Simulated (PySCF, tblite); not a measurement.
**C₅H₁₁NO₂Si: geometry, infrared bands and NMR shifts**

What infrared bands and NMR shifts should C₅H₁₁NO₂Si (`CO/C(=C\[SiH3])CC(N)=O`) show?

The runs use tblite 0.8.0 and PySCF 2.14.0, with density-fitted response routines of our own; the level of theory stands in each step. All values are computed, except where a source is named. Atoms are numbered from 0 throughout.

**1. The molecule as given**

20 atoms, charge 0, multiplicity 1; geometry from: force field or distance geometry start.

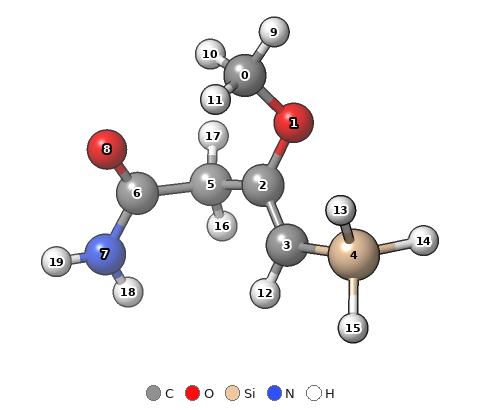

As it starts; carbon grey, oxygen red, silicon light orange, nitrogen blue, hydrogen white, atoms numbered.

**2. Relaxing the molecule with GFN2-xTB**

The job: settings as JSON, then the geometry in Å.

```
{"job": {"kind": "relax", "xc": "GFN2-xTB", "basis": "xTB"}, "charge": 0, "multiplicity": 1}
C     -1.760200    -1.225300     0.848900
O     -1.069400    -1.349800    -0.395300
C      0.017400    -0.486800    -0.479100
C      0.071300     0.416700    -1.494100
Si    -1.190300     0.739900    -2.763700
C      1.163300    -0.718500     0.452400
C      1.206800     0.328300     1.558400
N      2.256600     1.208800     1.513000
O      0.377600     0.405600     2.460000
H     -2.710700    -1.780000     0.764500
H     -1.199700    -1.662900     1.670800
H     -2.017700    -0.178800     1.060500
H      0.942000     1.040600    -1.583700
H     -2.523100     0.963200    -2.170000
H     -1.248900    -0.361000    -3.751700
H     -0.803500     1.975700    -3.489700
H      2.111900    -0.697700    -0.102700
H      1.108700    -1.714800     0.917900
H      2.956100     1.192300     0.793300
H      2.306700     1.915200     2.234500
```

The run is started by

```bash
$ OMP_NUM_THREADS=1 python probes_run.py task.json out
```

One launch serves the whole session: the jobs run in the order shown.

Standard output:

```text
step      E/eV     max force
  0    -790.87318    2.306
  1    -790.95957    1.592
  2    -791.00017    0.447
  3    -791.01209    0.447
  4    -791.02482    0.278
  5    -791.03426    0.291
  6    -791.04287    0.268
  7    -791.04826    0.176
  8    -791.05229    0.195
  9    -791.05588    0.161
 10    -791.05936    0.198
 11    -791.06314    0.201
 12    -791.06791    0.208
 13    -791.07383    0.188
 14    -791.08002    0.186
 15    -791.08517    0.186
 16    -791.08918    0.157
 17    -791.09239    0.149
 18    -791.09496    0.137
 19    -791.09740    0.128
 20    -791.10003    0.126
 21    -791.10260    0.099
 22    -791.10446    0.086
 23    -791.10559    0.091
 24    -791.10649    0.070
 25    -791.10750    0.080
 26    -791.10844    0.080
 27    -791.10911    0.054
 28    -791.10958    0.043
 29    -791.11002    0.045
 30    -791.11047    0.057
 31    -791.11085    0.049
 32    -791.11115    0.044
 33    -791.11148    0.040
 34    -791.11193    0.058
 35    -791.11247    0.072
 36    -791.11301    0.056
 37    -791.11350    0.050
 38    -791.11403    0.050
 39    -791.11469    0.070
 40    -791.11551    0.079
 41    -791.11638    0.062
 42    -791.11730    0.077
 43    -791.11843    0.077
 44    -791.11983    0.115
 45    -791.12145    0.131
 46    -791.12325    0.109
 47    -791.12512    0.101
 48    -791.12679    0.090
 49    -791.12806    0.065
 50    -791.12900    0.058
 51    -791.12988    0.065
 52    -791.13081    0.064
 53    -791.13115    0.140
 54    -791.13260    0.078
 55    -791.13369    0.073
 56    -791.13608    0.081
 57    -791.13803    0.117
 58    -791.14118    0.145
 59    -791.14434    0.120
 60    -791.14492    0.350
 61    -791.15018    0.252
 62    -791.15346    0.129
 63    -791.15975    0.129
 64    -791.16290    0.163
 65    -791.16478    0.100
 66    -791.16676    0.100
 67    -791.16900    0.083
 68    -791.17090    0.130
 69    -791.17239    0.108
 70    -791.17351    0.086
 71    -791.17460    0.067
 72    -791.17534    0.079
 73    -791.17602    0.085
 74    -791.17689    0.089
 75    -791.17821    0.096
 76    -791.17971    0.104
 77    -791.18114    0.149
 78    -791.18244    0.109
 79    -791.18209    0.359
 80    -791.18455    0.090
 81    -791.18553    0.071
 82    -791.18785    0.112
 83    -791.18892    0.077
 84    -791.19214    0.135
 85    -791.19354    0.246
 86    -791.19407    0.179
 87    -791.19565    0.068
 88    -791.19660    0.058
 89    -791.19911    0.117
 90    -791.19998    0.169
 91    -791.20138    0.140
 92    -791.20232    0.093
 93    -791.20311    0.116
 94    -791.20375    0.127
 95    -791.20452    0.103
 96    -791.20537    0.091
 97    -791.20634    0.067
 98    -791.20702    0.059
 99    -791.20806    0.093
100    -791.20862    0.137
101    -791.20930    0.080
102    -791.20992    0.061
103    -791.21097    0.058
104    -791.21171    0.070
105    -791.21252    0.069
106    -791.21299    0.076
107    -791.21325    0.094
108    -791.21359    0.043
109    -791.21392    0.048
110    -791.21429    0.057
111    -791.21469    0.061
112    -791.21510    0.044
113    -791.21549    0.036
114    -791.21585    0.044
115    -791.21622    0.039
116    -791.21656    0.036
117    -791.21684    0.039
118    -791.21710    0.070
119    -791.21742    0.064
120    -791.21804    0.068
121    -791.21846    0.053
122    -791.21899    0.052
123    -791.21943    0.048
124    -791.21993    0.048
125    -791.22038    0.057
126    -791.22117    0.059
127    -791.22206    0.061
128    -791.22333    0.051
129    -791.22364    0.049
130    -791.22411    0.047
131    -791.22446    0.048
132    -791.22498    0.053
133    -791.22548    0.060
134    -791.22577    0.033
135    -791.22596    0.030
136    -791.22607    0.024
137    -791.22620    0.024
138    -791.22632    0.032
139    -791.22647    0.025
140    -791.22660    0.028
141    -791.22675    0.032
142    -791.22691    0.028
143    -791.22705    0.030
144    -791.22718    0.028
145    -791.22729    0.022
146    -791.22740    0.025
147    -791.22752    0.032
148    -791.22763    0.031
149    -791.22775    0.029
150    -791.22789    0.022
151    -791.22809    0.028
152    -791.22837    0.040
153    -791.22870    0.042
154    -791.22908    0.056
155    -791.22948    0.037
156    -791.23001    0.045
157    -791.23049    0.056
158    -791.23095    0.051
159    -791.23164    0.061
160    -791.23223    0.044
161    -791.23265    0.071
162    -791.23294    0.042
163    -791.23320    0.043
164    -791.23352    0.038
165    -791.23368    0.064
166    -791.23386    0.032
167    -791.23399    0.061
168    -791.23415    0.041
169    -791.23432    0.036
170    -791.23442    0.022
171    -791.23450    0.017
172    -791.23454    0.012
173    -791.23457    0.011
174    -791.23459    0.013
175    -791.23462    0.015
176    -791.23464    0.016
177    -791.23466    0.010
```

Wall time 3.2 s (1 thread of Intel Xeon at 2.70GHz, shared host).

Relaxation path: (not every step is listed)

| step | energy from step 0 (eV) | largest force (eV/Å) |
| --- | --- | --- |
| 0 | 0.0000 | 2.3064 |
| 1 | -0.0864 | 1.5919 |
| 2 | -0.1270 | 0.4466 |
| 3 | -0.1389 | 0.4467 |
| 4 | -0.1516 | 0.2780 |
| 5 | -0.1611 | 0.2906 |
| 6 | -0.1697 | 0.2684 |
| 7 | -0.1751 | 0.1757 |
| 8 | -0.1791 | 0.1948 |
| 24 | -0.2333 | 0.0704 |
| 40 | -0.2423 | 0.0793 |
| 56 | -0.2629 | 0.0809 |
| 72 | -0.3022 | 0.0795 |
| 88 | -0.3234 | 0.0577 |
| 104 | -0.3385 | 0.0703 |
| 120 | -0.3449 | 0.0680 |
| 136 | -0.3529 | 0.0237 |
| 152 | -0.3552 | 0.0396 |
| 168 | -0.3610 | 0.0414 |
| 172 | -0.3614 | 0.0122 |
| 173 | -0.3614 | 0.0112 |
| 174 | -0.3614 | 0.0126 |
| 175 | -0.3614 | 0.0148 |
| 176 | -0.3615 | 0.0156 |
| 177 | -0.3615 | 0.0102 |

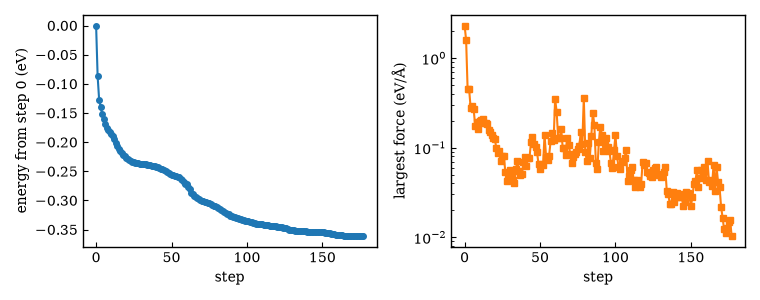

Energy and largest force along the relaxation.

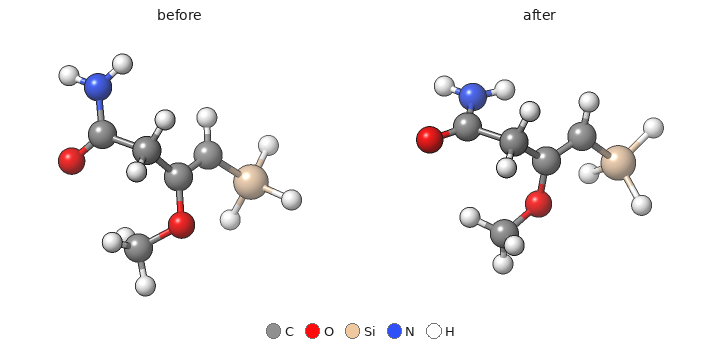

The geometry before (left) and after (right).

Close pairs (by a distance rule), those that changed most:

| bond | before (Å) | after (Å) | change (Å) |
| --- | --- | --- | --- |
| C3–Si4 | 1.819 | 1.873 | +0.054 |
| O1–C2 | 1.390 | 1.364 | -0.027 |
| C2–C3 | 1.360 | 1.336 | -0.024 |
| C6–N7 | 1.371 | 1.349 | -0.022 |
| C0–O1 | 1.429 | 1.409 | -0.019 |
| C6–O8 | 1.227 | 1.209 | -0.018 |
| Si4–H14 | 1.480 | 1.463 | -0.017 |
| Si4–H15 | 1.485 | 1.468 | -0.017 |

The next job starts from the end point, and lists it.

**3. Infrared spectrum with GFN2-xTB**

The job: settings as JSON, then the geometry in Å.

```
{"job": {"kind": "ir", "xc": "GFN2-xTB", "basis": "xTB"}, "charge": 0, "multiplicity": 1}
C     -1.605566    -1.242719     0.922693
O     -1.195225    -0.503452    -0.204484
C      0.130408    -0.358228    -0.488881
C      0.426346     0.266916    -1.632250
Si    -0.956133     0.844583    -2.755469
C      1.162249    -0.809286     0.507973
C      1.232803     0.164179     1.687877
N      1.410372     1.447139     1.309526
O      1.154681    -0.182785     2.843781
H     -2.687281    -1.124745     0.967471
H     -1.367932    -2.305905     0.812760
H     -1.164616    -0.866049     1.848672
H      1.464373     0.410899    -1.887256
H     -1.808680     1.800111    -2.043071
H     -1.754092    -0.290992    -3.218215
H     -0.332573     1.515125    -3.902257
H      2.140200    -0.824830     0.025123
H      0.952031    -1.805541     0.898580
H      1.365071     1.709345     0.339200
H      1.428414     2.166914     2.012470
```

Standard output:

```text
mode    cm-1     km/mol
  1      29.9      8.91
  2      50.9      2.80
  3      85.8      6.10
  4      95.0      2.78
  5     109.4      1.85
  6     123.7      1.70
  7     198.3      2.81
  8     217.2      2.86
  9     297.0      5.92
 10     338.1      8.78
 11     375.8    227.86
 12     424.8      3.29
 13     489.2      9.12
 14     510.9     10.64
 15     518.6     21.82
 16     550.4     72.79
 17     581.0     56.09
 18     598.6     51.84
 19     682.4      8.43
 20     753.6      6.05
 21     777.5     77.71
 22     787.2    162.32
 23     789.1    224.95
 24     801.3    323.00
 25     863.5     39.95
 26     895.5     38.73
 27     951.3     17.01
 28    1039.9     16.19
 29    1071.4     29.06
 30    1104.6     18.13
 31    1117.9      2.63
 32    1144.7    104.13
 33    1166.6     40.96
 34    1242.1    101.34
 35    1281.1    122.32
 36    1303.2     86.75
 37    1408.6      2.79
 38    1445.7     75.47
 39    1450.0     60.44
 40    1476.4      8.97
 41    1482.2      2.33
 42    1645.6    311.17
 43    1773.8    559.95
 44    2224.2    399.44
 45    2238.7    311.41
 46    2259.2    245.48
 47    2936.0     37.36
 48    2976.1     19.40
 49    2993.8     12.65
 50    3004.6     11.03
 51    3027.4     13.21
 52    3083.6     34.40
 53    3456.5     14.79
 54    3528.0     18.66
```

It took 1.9 s on 1 thread of Intel Xeon at 2.70GHz, shared host.

The strongest bands and the atoms that carry them (share of the mass-weighted mode):

| cm⁻¹ | km/mol | atoms |
| --- | --- | --- |
| 376 | 227.9 | H18 60 %, H19 18 %, N7 18 % |
| 789 | 224.9 | H13 38 %, H15 27 %, H14 18 % |
| 801 | 323.0 | H15 30 %, H13 22 %, Si4 13 %, C3 10 % |
| 1646 | 311.2 | C2 56 %, C3 40 % |
| 1774 | 560.0 | C6 64 %, O8 32 % |
| 2224 | 399.4 | H15 92 % |
| 2239 | 311.4 | H13 90 % |
| 2259 | 245.5 | H14 94 % |

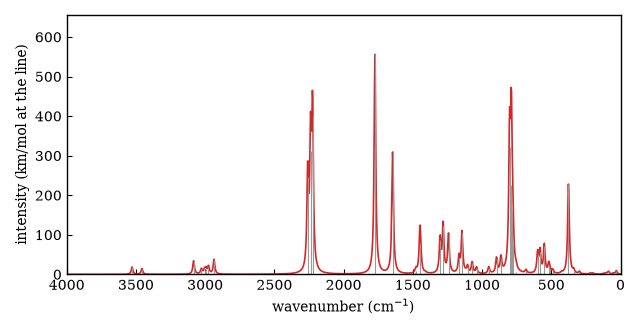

The infrared spectrum from these modes, unscaled. Lines are broadened to a width of 14 cm⁻¹ (Lorentzian).

**4. Nuclear shieldings: PBE0/pcSseg-1**

The job, as its differences from that of step 3:

```diff
@@ -1,2 +1,2 @@
-{"job": {"kind": "ir", "xc": "GFN2-xTB", "basis": "xTB"}, "charge": 0, "multiplicity": 1}
+{"job": {"kind": "nmr", "xc": "PBE0", "basis": "pcSseg-1"}, "charge": 0, "multiplicity": 1}
 C     -1.605566    -1.242719     0.922693
```

Level: GIAO PBE0/pcSseg-1 NMR shielding, non-relativistic, gas phase.

Standard output:

```text
coarse grid: 17112 points
cycle   1  E = -690.9355170525  dE =  1.305e+00  |g| = 9.706e-01  |ddm| = 3.970e+00
cycle   2  E = -690.4426980908  dE =  4.928e-01  |g| = 1.862e+00  |ddm| = 2.555e+00
cycle   3  E = -691.1063989759  dE = -6.637e-01  |g| = 2.689e-01  |ddm| = 1.936e+00
cycle   4  E = -691.1202278337  dE = -1.383e-02  |g| = 9.109e-02  |ddm| = 2.702e-01
cycle   5  E = -691.1216572942  dE = -1.429e-03  |g| = 2.917e-02  |ddm| = 7.903e-02
cycle   6  E = -691.1218430548  dE = -1.858e-04  |g| = 5.820e-03  |ddm| = 2.882e-02
cycle   7  E = -691.1218497046  dE = -6.650e-06  |g| = 1.839e-03  |ddm| = 5.981e-03
final grid: 160472 points
cycle   8  E = -691.1943839270  dE = -3.864e-05  |g| = 1.615e-02  |ddm| = 4.163e-02
cycle   9  E = -691.1942711311  dE =  1.128e-04  |g| = 2.938e-02  |ddm| = 3.212e-02
cycle  10  E = -691.1944325128  dE = -1.614e-04  |g| = 3.056e-03  |ddm| = 2.257e-02
cycle  11  E = -691.1944343342  dE = -1.821e-06  |g| = 5.101e-04  |ddm| = 2.511e-03
cycle  12  E = -691.1944343726  dE = -3.836e-08  |g| = 2.201e-04  |ddm| = 5.807e-04
cycle  13  E = -691.1944343817  dE = -9.145e-09  |g| = 5.727e-05  |ddm| = 2.314e-04
cycle  14  E = -691.1944343823  dE = -5.978e-10  |g| = 2.562e-05  |ddm| = 6.803e-05
converged SCF energy = -691.1944343823

GIAO shielding tensors (ppm)
atom      isotropic    diamagn.    paramagn.     s11        s22        s33       span
  0 C      130.177     246.612    -116.436    104.203    106.493    179.835     75.632
  1 O      203.362     401.224    -197.862     79.280    260.515    270.292    191.012
  2 C        9.187     258.349    -249.162   -111.472     40.708     98.326    209.798
  3 C       91.918     260.563    -168.645     -1.633    123.336    154.049    155.682
  4 Si     439.075     880.495    -441.421    419.540    429.655    468.029     48.488
  5 C      140.951     252.502    -111.551    121.277    141.510    160.067     38.790
  6 C       16.553     247.547    -230.993    -76.559     25.544    100.674    177.233
  7 N      151.354     326.047    -174.694     48.610    170.917    234.535    185.926
  8 O      -96.387     398.003    -494.389   -399.015   -204.411    314.266    713.281
  9 H       27.698      29.544      -1.846     23.512     26.036     33.547     10.035
 10 H       27.927      30.205      -2.278     24.745     25.034     34.002      9.257
 11 H       27.434      31.418      -3.984     22.399     28.137     31.765      9.367
 12 H       27.270      34.300      -7.030     25.060     26.213     30.537      5.477
 13 H       27.539      29.817      -2.278     24.074     26.408     32.137      8.062
 14 H       27.540      29.124      -1.583     23.914     26.135     32.572      8.658
 15 H       27.902      28.650      -0.748     24.555     26.006     33.147      8.592
 16 H       28.496      31.667      -3.171     25.940     27.907     31.643      5.703
 17 H       28.578      32.000      -3.421     26.014     28.014     31.706      5.692
 18 H       25.605      35.250      -9.645     19.299     27.669     29.845     10.546
 19 H       27.101      30.995      -3.894     22.621     23.665     35.018     12.397
```

Wall time 1.7 min (1 thread of Intel Xeon at 2.70GHz, shared host); peak memory 1 GiB.

The references, computed at this level on geometries of the same kind, shield at (ppm): ¹H TMS 31.72, ¹³C TMS 186.9, ²⁹Si TMS 349.2, ¹⁵N NH3 267.7, ¹⁷O H2O 336.1. Their shielding less the atom's gives the shift. The references are single molecules in the gas phase, so shifts against H2O, NH3, PH3, H3PO4 or CFCl3 are not on the usual liquid scales and can be off by tens of ppm. Atoms listed in one row are averaged.

| atoms | environment | σ (ppm) | δ (ppm) | δ scaled to CDCl3 |
| --- | --- | --- | --- | --- |
| C2 | alkene carbon bearing oxygen | 9.2 | 177.7 | 171.6 |
| C6 | amide carbonyl carbon | 16.6 | 170.4 | 164.4 |
| C3 | β carbon of an enol-ether or enamine type C=C | 91.9 | 95.0 | 90.8 |
| C0 | methyl carbon bonded to O | 130.2 | 56.7 | 53.5 |
| C5 | sp3 CH2 α to a carbonyl | 141.0 | 46.0 | 43.0 |
| H18 | hydrogen on an amide-type nitrogen | 25.60 | 6.11 | – |
| H19 | hydrogen on an amide-type nitrogen | 27.10 | 4.62 | – |
| H12 | hydrogen on a β carbon of an enol-ether or enamine type C=C | 27.27 | 4.45 | 4.30 |
| H13, H14, H15 | hydrogen on a silicon bonded to C | 27.66 | 4.06 | – |
| H9, H10, H11 | hydrogen on a methyl carbon bonded to O | 27.69 | 4.03 | 3.91 |
| H16, H17 | hydrogen on an sp3 CH2 α to a carbonyl | 28.54 | 3.18 | 3.10 |
| O8 | amide-type carbonyl oxygen | -96.4 | 432.5 | – |
| O1 | ether oxygen | 203.4 | 132.7 | – |
| Si4 | silicon bonded to C, 3 H | 439.1 | -89.9 | – |
| N7 | amide-type nitrogen | 151.4 | 116.4 | – |

The scaled column applies a straight-line fit of computed shieldings to shifts measured in CDCl3 (root-mean-square error 0.16 ppm for H, 1.9 ppm for C).

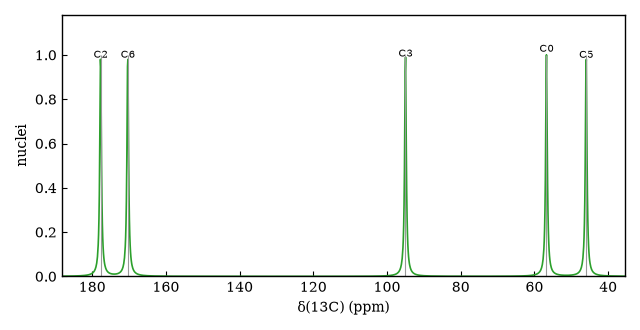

¹³C lines at the computed shifts, without couplings. Lines are broadened to a width of 0.53 ppm (Lorentzian).

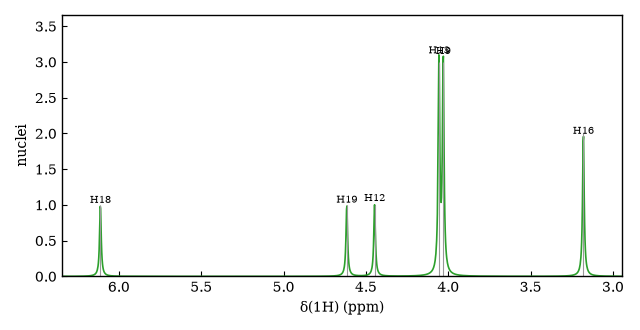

¹H lines at the computed shifts, without couplings. Lines are broadened to a width of 0.01 ppm (Lorentzian).

Charges from the same density, by scheme (e):

| atoms | Mulliken | IAO | Hirshfeld | ESP fit |
| --- | --- | --- | --- | --- |
| C0 | -0.04 | -0.21 | -0.03 | -0.31 |
| O1 | -0.49 | -0.33 | -0.09 | -0.19 |
| C2 | 0.13 | 0.23 | 0.09 | 0.45 |
| C3 | -0.49 | -0.54 | -0.20 | -0.62 |
| Si4 | 0.56 | 0.61 | 0.28 | 0.42 |
| C5 | -0.17 | -0.34 | -0.08 | -0.65 |
| C6 | 0.37 | 0.44 | 0.18 | 0.87 |
| N7 | -0.38 | -0.51 | -0.17 | -0.95 |
| O8 | -0.42 | -0.50 | -0.29 | -0.59 |

IAO charges:

C0 -0.21; O1 -0.33; C2 0.23; C3 -0.54; Si4 0.61; C5 -0.34; C6 0.44; N7 -0.51; O8 -0.50; H9 0.17; H10 0.14; H11 0.15; H12 0.15; H13 -0.12; H14 -0.12; H15 -0.13; H16 0.18; H17 0.17; H18 0.28; H19 0.29

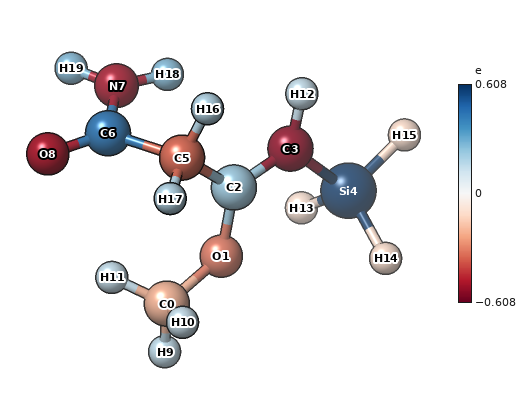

IAO charges, as colours on the atoms.

Mayer bond orders: C0–O1 0.89, O1–C2 1.03, C2–C3 1.76, C3–Si4 0.91, C2–C5 1.03, C5–C6 0.94, C6–N7 1.22, C6–O8 1.93.

The fields below are evaluated on a grid from the run's orbitals.

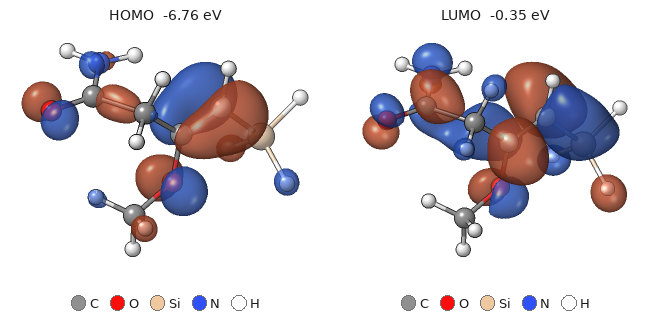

Frontier orbitals at PBE0/pcSseg-1; each surface holds 70 % of the orbital's density, blue and red mark the sign.

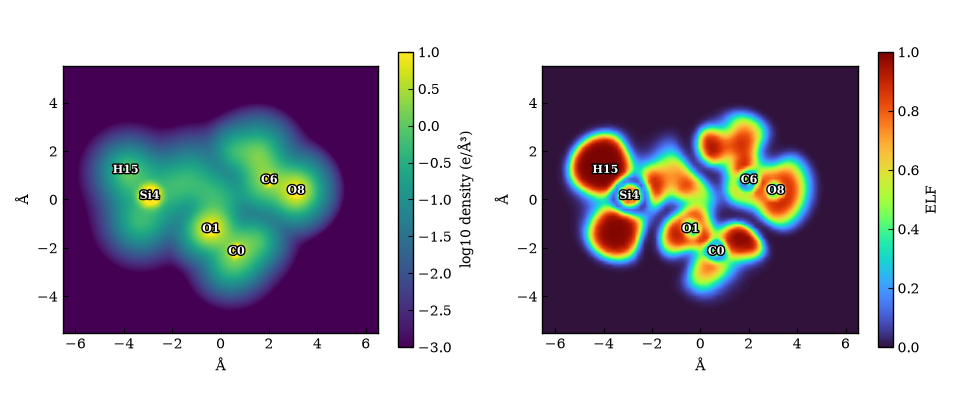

Density (left) and ELF (right) in a plane through or near 6 of the atoms.

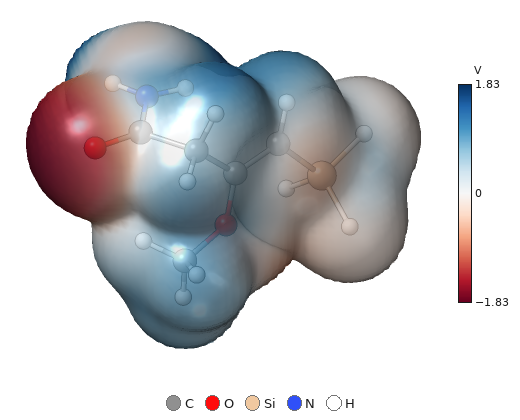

Electrostatic potential on the surface of density 0.002 e/bohr³; red is low, blue high. It runs from -1.76 V near O8 to 1.83 V near H19.

**5. Outcome**

| quantity | value |
| --- | --- |
| strongest single infrared mode (GFN2-xTB) | 1774 cm⁻¹, 560 km/mol |
| zero-point energy (GFN2-xTB) | 94.0 kcal/mol |
| ¹³C shifts against TMS (PBE0/pcSseg-1) | 177.7, 170.4, 95.0, 56.7, 46.0 ppm |
| ¹H shifts against TMS (PBE0/pcSseg-1, means over atoms taken as alike) | 6.11, 4.62, 4.45, 4.06, 4.03, 3.18 ppm |
| ¹⁷O shifts against H2O (PBE0/pcSseg-1) | 432.5, 132.7 ppm |
| ²⁹Si shifts against TMS (PBE0/pcSseg-1) | -89.9 ppm |
| ¹⁵N shifts against NH3 (PBE0/pcSseg-1) | 116.4 ppm |
| surface potential, least and greatest | -1.76 V and 1.83 V |

**Reading.** The optimisation took 177 steps and gained 0.361 eV; among the close pairs (by a distance rule), C3–Si4 changed most, from 1.819 to 1.873 Å. No mode is imaginary among the 54: a minimum at this level. The strongest single mode, at 1774 cm⁻¹, moves mainly C6 and O8. GFN2-xTB is a fitted tight-binding method: band positions and strengths are rough. Its intensities can rank the bands wrongly. The most deshielded carbon is C2 (alkene carbon bearing oxygen), at 177.7 ppm: an sp2 carbon further deshielded by the attached heteroatom. At PBE0/pcSseg-1: The widest tensor belongs to O8: span 713 ppm, with a paramagnetic part of -494 ppm. By nearest atom (PBE0/pcSseg-1), the HOMO sits on C3 35 %; O1 18 % and the LUMO on C2 29 %; C3 18 %.
